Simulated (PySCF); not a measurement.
**SnH4 (SMILES [SnH4]) at M06-2X/def2-SVPD (core potential)**

Aim: the vertical singlet–triplet gap of SnH4 at M06-2X/def2-SVPD (core potential), from 2 runs. Input form: a Python script.

The results are computed with PySCF 2.14.0.

6 further runs of the same task are left out: 6 set aside as unsound or not needed.

### Step 1. The structure to begin with

SnH4: 5 atoms, total charge 0, spin state singlet. SMILES: `[SnH4]`. The coordinates come from a PBE0-D4/def2-TZVP relaxation.

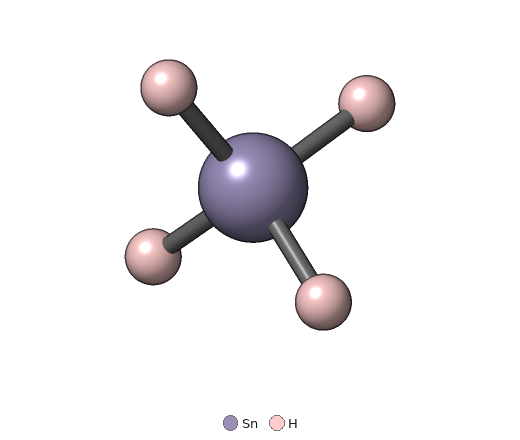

The structure, seen from a chosen angle (tin purple, hydrogen pink).

### Step 2. A single-point energy at M06-2X/def2-SVPD (core potential)

The input, geometry.xyz:

```xyz
5

Sn     0.000030     0.000010     0.000040
H      0.823920    -0.853480     1.222940
H     -1.563610     0.403420     0.543140
H     -0.116810    -0.974610    -1.392490
H      0.856470     1.424640    -0.373640
```

The input, input.py:

```python
from pyscf import gto, dft

mol = gto.M(
    atom='geometry.xyz',
    ecp={'Sn': 'def2-svp'},
    max_memory=1860,
    verbose=4,
    charge=0,
    basis='def2-svpd',
    spin=0,
)

myscf = dft.RKS(mol)
myscf.xc = 'm06-2x'
myscf.grids.level = 5
myscf.conv_tol = 1e-10
myscf.kernel()
if not myscf.converged:
    myscf = myscf.newton().run(myscf.mo_coeff, myscf.mo_occ)

e_tot = myscf.e_tot
print('E = %.10f Eh' % e_tot)
```

Run with:

```console
OMP_NUM_THREADS=1 python input.py
```

The log of the run:

```text
PySCF version 2.14.0

[INPUT] num. atoms = 5
[INPUT] num. electrons = 26
[INPUT] charge = 0
[INPUT] spin (= nelec alpha-beta = 2S) = 0
[INPUT] symmetry False subgroup None
[INPUT] Mole.unit = angstrom
[INPUT] Symbol           X                Y                Z      unit          X                Y                Z       unit  Magmom
[INPUT]  1 Sn     0.000030000000   0.000010000000   0.000040000000 AA    0.000056691784   0.000018897261   0.000075589045 Bohr   0.0
[INPUT]  2 H      0.823920000000  -0.853480000000   1.222940000000 AA    1.556983148552  -1.612843452794   2.311021666776 Bohr   0.0
[INPUT]  3 H     -1.563610000000   0.403420000000   0.543140000000 AA   -2.954794665631   0.762353313172   1.026385847296 Bohr   0.0
[INPUT]  4 H     -0.116810000000  -0.974610000000  -1.392490000000 AA   -0.220738908610  -1.841745978262  -2.631424731196 Bohr   0.0
[INPUT]  5 H      0.856470000000   1.424640000000  -0.373640000000 AA    1.618493733906   2.692179426100  -0.706077269182 Bohr   0.0

nuclear repulsion = 28.4739699786262
number of shells = 28
number of NR pGTOs = 107
number of NR cGTOs = 64
basis = def2-svpd
ecp = {'Sn': 'def2-svp'}

******** <class 'pyscf.dft.rks.RKS'> ********
method = RKS
initial guess = minao
damping factor = 0
level_shift factor = 0
DIIS = <class 'pyscf.scf.diis.CDIIS'>
diis_start_cycle = 1
diis_space = 8
diis_damp = 0
SCF conv_tol = 1e-10
SCF conv_tol_grad = None
SCF max_cycles = 50
direct_scf = True
direct_scf_tol = 1e-13
XC library pyscf.dft.libxc version 7.0.0
    S. Lehtola, C. Steigemann, M. J.T. Oliveira, and M. A.L. Marques.,  SoftwareX 7, 1–5 (2018)
XC functionals = m06-2x
    Y. Zhao and D. G. Truhlar.,  Theor. Chem. Acc. 120, 215 (2008)
    Y. Zhao and D. G. Truhlar.,  Theor. Chem. Acc. 120, 215 (2008)
radial grids:
    Treutler-Ahlrichs [JCP 102, 346 (1995); DOI:10.1063/1.469408] (M4) radial grids

becke partition: Becke, JCP 88, 2547 (1988); DOI:10.1063/1.454033
pruning grids: <function nwchem_prune>
grids dens level: 5
symmetrized grids: False
atomic radii adjust function: <function treutler_atomic_radii_adjust>
small_rho_cutoff = 0
Set gradient conv threshold to 1e-05
Initial guess from minao.
tot grids = 141168
init E= -193.024507548034
  HOMO = -0.915291250715586  LUMO = -0.478585885035681  gap/eV = 11.88336
cycle= 1 E= -215.601859291384  delta_E= -22.6  |g|= 2.11  |ddm|= 6.75
  HOMO = -0.223465122569688  LUMO = 0.0394010103632816  gap/eV = 7.15295
cycle= 2 E= -216.128457870378  delta_E= -0.527  |g|= 1.65  |ddm|= 5.37
  HOMO = -0.36010200435535  LUMO = 0.0131428405777667  gap/eV = 10.15651
cycle= 3 E= -216.570721138326  delta_E= -0.442  |g|= 0.0485  |ddm|= 1.45
  HOMO = -0.377988133059391  LUMO = 0.0139333053732962  gap/eV = 10.66473
cycle= 4 E= -216.571352592613  delta_E= -0.000631  |g|= 0.0105  |ddm|= 0.129
  HOMO = -0.376924681209924  LUMO = 0.013924084123957  gap/eV = 10.63554
cycle= 5 E= -216.571381172773  delta_E= -2.86e-05  |g|= 0.000614  |ddm|= 0.0266
  HOMO = -0.376718295268859  LUMO = 0.0139483772699682  gap/eV = 10.63058
cycle= 6 E= -216.571381353334  delta_E= -1.81e-07  |g|= 6.72e-05  |ddm|= 0.00171
  HOMO = -0.376730420494141  LUMO = 0.0139502426704725  gap/eV = 10.63096
cycle= 7 E= -216.571381354961  delta_E= -1.63e-09  |g|= 4.34e-06  |ddm|= 0.000124
  HOMO = -0.37672961167936  LUMO = 0.0139503861535557  gap/eV = 10.63094
cycle= 8 E= -216.571381354971  delta_E= -9.63e-12  |g|= 4.37e-07  |ddm|= 8.4e-06
  HOMO = -0.376729501792939  LUMO = 0.0139504198756706  gap/eV = 10.63094
Extra cycle  E= -216.571381354972  delta_E= -1.14e-12  |g|= 2.3e-07  |ddm|= 7.01e-07
converged SCF energy = -216.571381354972
E = -216.5713813550 Eh
```

Wall time 9.9 s (1 thread of Arm Neoverse V2, shared host); peak memory 0.34 GiB.

### Step 3. The triplet, same level

The input, run.py:

```python
from pyscf import gto, dft

mol = gto.Mole()
mol.atom = '''
Sn     0.000057     0.000019     0.000076
H      1.556983    -1.612843     2.311022
H     -2.954795     0.762353     1.026386
H     -0.220739    -1.841746    -2.631425
H      1.618494     2.692179    -0.706077
'''
mol.charge = 0
mol.verbose = 3
mol.max_memory = 1860
mol.basis = 'def2-svpd'
mol.ecp = {'Sn': 'def2-svp'}
mol.spin = 2
mol.unit = 'bohr'
mol.build()

mf = dft.UKS(mol, xc='m06-2x')
mf.grids.level = 5
mf.conv_tol = 1e-10
mf.kernel()
if not mf.converged:
    mf = mf.newton().run(mf.mo_coeff, mf.mo_occ)

e_final = mf.e_tot
print('E = %.10f Eh' % e_final)
```

Run with:

```console
OMP_NUM_THREADS=1 python run.py
```

The log of the run:

```text
WARN: HOMO -0.478585890039899 >= LUMO -0.915291237792803

WARN: HOMO 0.0163956418722497 >= LUMO -0.133878983874211

WARN: HOMO -0.0911381048731785 >= LUMO -0.269386149385626

WARN: HOMO -0.108062890250824 >= LUMO -0.26992507642478

WARN: HOMO -0.107918067132965 >= LUMO -0.270559555460355

WARN: HOMO -0.107802918446409 >= LUMO -0.26949591106652

WARN: HOMO -0.10786094268453 >= LUMO -0.269164414425058

WARN: HOMO -0.107868534389055 >= LUMO -0.269320268309612

WARN: HOMO -0.108674543570635 >= LUMO -0.269809713286786

WARN: HOMO -0.108252208039964 >= LUMO -0.26986995294072

WARN: HOMO -0.107801567965116 >= LUMO -0.269768167755461

WARN: HOMO -0.107562791738307 >= LUMO -0.269520297995729

WARN: HOMO -0.10749586454252 >= LUMO -0.269135507694964

WARN: HOMO -0.107535567316295 >= LUMO -0.269146816100349

WARN: HOMO -0.107496856000234 >= LUMO -0.269145455155743

WARN: HOMO -0.107515810676554 >= LUMO -0.26919752379344

WARN: HOMO -0.107524947470037 >= LUMO -0.269205433988923

WARN: HOMO -0.107520909657047 >= LUMO -0.26920168574775

WARN: HOMO -0.10752752749223 >= LUMO -0.269209836410734

WARN: HOMO -0.10753125122543 >= LUMO -0.269224112754586

WARN: HOMO -0.107534939045477 >= LUMO -0.269227077551147

WARN: HOMO -0.107536825031525 >= LUMO -0.269235741204208

WARN: HOMO -0.107536077537987 >= LUMO -0.26922975019338

WARN: HOMO -0.107539198480347 >= LUMO -0.26923467109671

WARN: HOMO -0.107539140800133 >= LUMO -0.269235108569114

WARN: HOMO -0.107540076136022 >= LUMO -0.269246791207408

WARN: HOMO -0.107540596527668 >= LUMO -0.269249301645847

WARN: HOMO -0.1075409045429 >= LUMO -0.269250021551192

WARN: HOMO -0.107541032390394 >= LUMO -0.269250302238915

WARN: HOMO -0.107541092400804 >= LUMO -0.269250198111292

converged SCF energy = -216.282375166076  <S^2> = 2.0273153  2S+1 = 3.0181553
E = -216.2823751661 Eh
```

It took 50 s on 1 thread of Arm Neoverse V2, shared host; peak memory 0.39 GiB.

### Step 4. What came out

At M06-2X/def2-SVPD (core potential):

| quantity | value |
| --- | --- |
| singlet: total energy | -216.57138 Eh |
| singlet: dipole moment | 0.00 D |
| singlet: HOMO energy | -10.25 eV |
| singlet: LUMO energy | 0.38 eV |
| singlet: HOMO–LUMO gap | 10.63 eV |
| triplet: total energy | -216.28238 Eh |
| triplet: dipole moment | 0.00 D |
| triplet: HOMO energy (highest over α and β) | -2.93 eV |
| triplet: ⟨S²⟩ | 2.027 |
| vertical energy of the triplet above the singlet | 7.864 eV |

At this shape the triplet lies 7.86 eV (759 kJ/mol) above the singlet.
